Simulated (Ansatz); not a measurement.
# C3H12GaN: small, medium and large basis sets

How large a basis does C3H12GaN need? Two functionals are run in growing sets.

The runs use Ansatz 0.2.0, Gaussian basis; one geometry, several basis sets.

The runs, in order: PBE0-D4/def2-SVP; ωB97M-V/def2-SVP; PBE0-D4/def2-QZVPP; ωB97M-V/def2-QZVPP; the functionals' def2-TZVPP values are taken from earlier runs.

## Step 1: The relaxed structure

All runs share one geometry, relaxed beforehand with PBE0-D4 in a triple-zeta def2 set.

SMILES `C[NH2+][GaH-]([CH3])[CH3]`, 17 atoms, charge 0, spin multiplicity 1.

Atoms are counted from 1 here; the program's logs count them from 0.

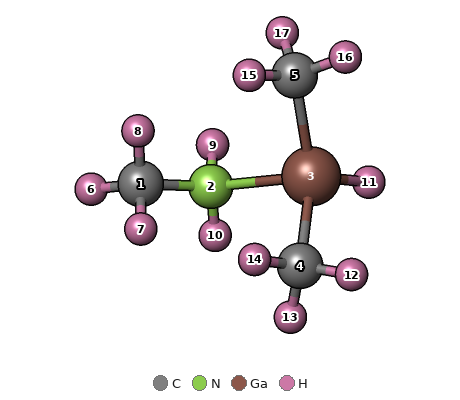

The geometry (carbon grey, nitrogen green, gallium brown, hydrogen pink); atoms are numbered from 1 in the order of the file.

## Step 2: PBE0-D4 in def2-SVP

in.yaml

```yaml
crystal:
  periodic: [false, false, false]
  atoms:
    - {symbol: C, position_ang: [0.651720, 1.433702, -1.193558]}
    - {symbol: N, position_ang: [1.180286, 0.872936, 0.052067]}
    - {symbol: Ga, position_ang: [-0.007072, -0.712555, 0.912214]}
    - {symbol: C, position_ang: [0.061838, -2.042095, -0.571658]}
    - {symbol: C, position_ang: [-1.717123, 0.263894, 1.222985]}
    - {symbol: H, position_ang: [1.278726, 2.232494, -1.598309]}
    - {symbol: H, position_ang: [0.569297, 0.636557, -1.931842]}
    - {symbol: H, position_ang: [-0.348076, 1.824991, -1.007546]}
    - {symbol: H, position_ang: [1.264697, 1.591207, 0.762939]}
    - {symbol: H, position_ang: [2.110715, 0.495241, -0.089442]}
    - {symbol: H, position_ang: [0.930685, -0.971402, 2.174401]}
    - {symbol: H, position_ang: [-0.366694, -2.992262, -0.240156]}
    - {symbol: H, position_ang: [1.086113, -2.253722, -0.893257]}
    - {symbol: H, position_ang: [-0.511600, -1.721412, -1.446126]}
    - {symbol: H, position_ang: [-2.232624, 0.509770, 0.290158]}
    - {symbol: H, position_ang: [-2.399221, -0.357759, 1.810047]}
    - {symbol: H, position_ang: [-1.570669, 1.190014, 1.787083]}
basis:
  gaussian: {orbitals: def2-SVP}
hamiltonian: {xc: pbe0, dispersion: d4}
output: {orbitals: {seedname: orbitals}}
```

Run with:

```console
$ ansatz run in.yaml --threads 4 --pin off --events-out ev --progress --plain --max-ram 11315MiB
```

The log of the run:

```text
Functional definition: PBE0
  name "PBE0"
  cite "Adamo & Barone, J. Chem. Phys. 110, 6158 (1999) doi:10.1063/1.478522"
  cite "Perdew, Burke & Ernzerhof, Phys. Rev. Lett. 77, 3865 (1996) doi:10.1103/PhysRevLett.77.3865"
  parent pbe
  parameter a = 0.25
  parameter kappa = 0.804
  parameter beta = 0.06672455060314922
  exchange = (1 - a)*pbe_x(kappa = kappa, mu = beta*pi^2/3) + a*exact_x
  correlation = pbe_c(beta = beta)
1731 factors; their error is unknown
mean field evaluation 1: about -57139.8802 eV, gradient 7.4e1 eV
mean field evaluation 2: about -57134.8630 eV, gradient 8.5e1 eV
mean field evaluation 4: about -57152.2584 eV, gradient 2.9e0 eV
mean field evaluation 8: about -57152.2764 eV, gradient 4.7e-2 eV
mean field evaluation 16: about -57152.4297 eV, gradient 1.6e-5 eV
mean field -57152.42969510 eV, -2100.3130519867 hartree, gradient 1.6e-5 eV, S^2 0.000000; 0 other end points of the search recorded, 0 dependent functions left out
reference -57152.42972784 eV, -2100.3130531898 hartree; 34, 34 occupied and 114, 114 virtual orbitals, 1731 factors
Total energy: -57152.73344039 eV, -2100.3242144201 hartree
```

Run time: 2.2 s. Hardware: 4 threads of Arm Neoverse V2, shared host; peak memory 0.64 GiB.

## Step 3: ωB97M-V in def2-SVP

Edit in.yaml of step 2 so:

```diff
@@ -22,3 +22,3 @@
   gaussian: {orbitals: def2-SVP}
-hamiltonian: {xc: pbe0, dispersion: d4}
+hamiltonian: {xc: {name: wB97M-V}}
 output: {orbitals: {seedname: orbitals}}
```

Same command.

The log of the run, shortened:

```text
Functional definition: wB97M-V
  name "wB97M-V"
  cite "Mardirossian & Head-Gordon, J. Chem. Phys. 144, 214110 (2016) doi:10.1063/1.4952647"
  cite "Becke, J. Chem. Phys. 107, 8554 (1997) doi:10.1063/1.475007"
  cite "Vydrov & Van Voorhis, J. Chem. Phys. 133, 244103 (2010) doi:10.1063/1.3521275"
  # Of w^i u^j: cxij and so on, Table III.
[...]
  gx(w, u) = 1 - cx + cx01*u + cx10*w
  gss(w, u) = css00 + css04*u^4 + css10*w + css20*w^2 + css43*w^4*u^3
  gos(w, u) = cos00 + cos10*w + (cos20 + cos21*u)*w^2 + (cos60 + cos61*u)*w^6
[...]
      + integral(e_c_pw_mod_opposite_spin*gos(b97_w_opposite, b97_u_opposite)) + vv10(b, c)
1724 factors; their error is unknown
441 factors; integrals over basis functions are off by at most 7.2e-6 eV
[...]
mean field -57159.09644365 eV, -2100.5580504769 hartree, gradient 4.6e-5 eV, S^2 0.000000; 0 other end points of the search recorded, 0 dependent functions left out
reference -57159.09649647 eV, -2100.5580524181 hartree; 34, 34 occupied and 114, 114 virtual orbitals, 1724 factors
Total energy: -57159.09649647 eV, -2100.5580524181 hartree
```

Run time: 9 s. Hardware: 4 threads of Arm Neoverse V2, shared host; peak memory 0.64 GiB.

## Step 4: PBE0-D4 in def2-QZVPP

Edit in.yaml of step 3 so:

```diff
@@ -21,4 +21,4 @@
 basis:
-  gaussian: {orbitals: def2-SVP}
-hamiltonian: {xc: {name: wB97M-V}}
+  gaussian: {orbitals: "def2-QZVPP.json"}
+hamiltonian: {xc: pbe0, dispersion: d4}
 output: {orbitals: {seedname: orbitals}}
```

Launched as before.

The log of the run:

```text
Functional definition: PBE0
  name "PBE0"
  cite "Adamo & Barone, J. Chem. Phys. 110, 6158 (1999) doi:10.1063/1.478522"
  cite "Perdew, Burke & Ernzerhof, Phys. Rev. Lett. 77, 3865 (1996) doi:10.1103/PhysRevLett.77.3865"
  parent pbe
  parameter a = 0.25
  parameter kappa = 0.804
  parameter beta = 0.06672455060314922
  exchange = (1 - a)*pbe_x(kappa = kappa, mu = beta*pi^2/3) + a*exact_x
  correlation = pbe_c(beta = beta)
2040 factors; their error is unknown
mean field evaluation 1: about -57147.8872 eV, gradient 9.3e1 eV
mean field evaluation 2: about -57137.4606 eV, gradient 1.1e2 eV
mean field evaluation 4: about -57165.8105 eV, gradient 5.1e0 eV
mean field evaluation 8: about -57165.8591 eV, gradient 4.3e-2 eV
mean field evaluation 16: about -57166.0060 eV, gradient 1.6e-4 eV
mean field -57166.00596058 eV, -2100.8119705408 hartree, gradient 1.4e-5 eV, S^2 0.000000; 0 other end points of the search recorded, 0 dependent functions left out
reference -57166.00600920 eV, -2100.8119723274 hartree; 34, 34 occupied and 643, 643 virtual orbitals, 2040 factors
Total energy: -57166.30972175 eV, -2100.8231335577 hartree
```

Wall time 23 s (4 threads of Arm Neoverse V2, shared host); peak memory 3.2 GiB.

## Step 5: ωB97M-V in def2-QZVPP

Edit in.yaml of step 4 so:

```diff
@@ -22,3 +22,3 @@
   gaussian: {orbitals: "def2-QZVPP.json"}
-hamiltonian: {xc: pbe0, dispersion: d4}
+hamiltonian: {xc: {name: wB97M-V}}
 output: {orbitals: {seedname: orbitals}}
```

The command is unchanged.

The log of the run, shortened:

```text
Functional definition: wB97M-V
  name "wB97M-V"
  cite "Mardirossian & Head-Gordon, J. Chem. Phys. 144, 214110 (2016) doi:10.1063/1.4952647"
  cite "Becke, J. Chem. Phys. 107, 8554 (1997) doi:10.1063/1.475007"
  cite "Vydrov & Van Voorhis, J. Chem. Phys. 133, 244103 (2010) doi:10.1063/1.3521275"
  # Of w^i u^j: cxij and so on, Table III.
[...]
  gx(w, u) = 1 - cx + cx01*u + cx10*w
  gss(w, u) = css00 + css04*u^4 + css10*w + css20*w^2 + css43*w^4*u^3
  gos(w, u) = cos00 + cos10*w + (cos20 + cos21*u)*w^2 + (cos60 + cos61*u)*w^6
[...]
      + integral(e_c_pw_mod_opposite_spin*gos(b97_w_opposite, b97_u_opposite)) + vv10(b, c)
2035 factors; their error is unknown
549 factors; integrals over basis functions are off by at most 5.2e-6 eV
[...]
mean field -57172.95601882 eV, -2101.0673804703 hartree, gradient 5.3e-5 eV, S^2 0.000000; 0 other end points of the search recorded, 0 dependent functions left out
reference -57172.95609658 eV, -2101.0673833278 hartree; 34, 34 occupied and 643, 643 virtual orbitals, 2035 factors
Total energy: -57172.95609658 eV, -2101.0673833278 hartree
```

Wall time 45 s (4 threads of Arm Neoverse V2, shared host); peak memory 4 GiB.

## Step 6: Density functionals: the series

The def2-TZVPP values come from earlier runs at the same geometry.

```tsv
functional	basis	functions	energy (eV)	from the largest (eV)	HOMO (eV)	LUMO (eV)
PBE0-D4	def2-SVP	148	-57152.7334	13.576	-6.76	0.84
PBE0-D4	def2-TZVPP	340	-57164.8425	1.467	-6.84	0.27
PBE0-D4	def2-QZVPP	677	-57166.3097	0.000	-6.86	-0.07
ωB97M-V	def2-SVP	148	-57159.0965	13.860	-9.00	2.46
ωB97M-V	def2-TZVPP	340	-57171.5265	1.430	-9.08	1.69
ωB97M-V	def2-QZVPP	677	-57172.9561	0.000	-9.10	1.07
```

## Step 7: Results

```
                                       quantity           value
PBE0-D4: double and triple zeta above quadruple  13.58, 1.47 eV
ωB97M-V: double and triple zeta above quadruple  13.86, 1.43 eV
```

In words: For PBE0-D4 the step from double to triple zeta gains 12.11 eV and the next only 1.47 eV. These are total energies; as a rule much of such shifts cancels in differences, which this series doesn't test. The LUMO of ωB97M-V is positive and keeps falling with the basis (2.46 to 1.07 eV): an unbound level that the basis holds in place.

For PBE0-D4 the largest set took about 10 times as long as the smallest (23 s against 2.2 s).
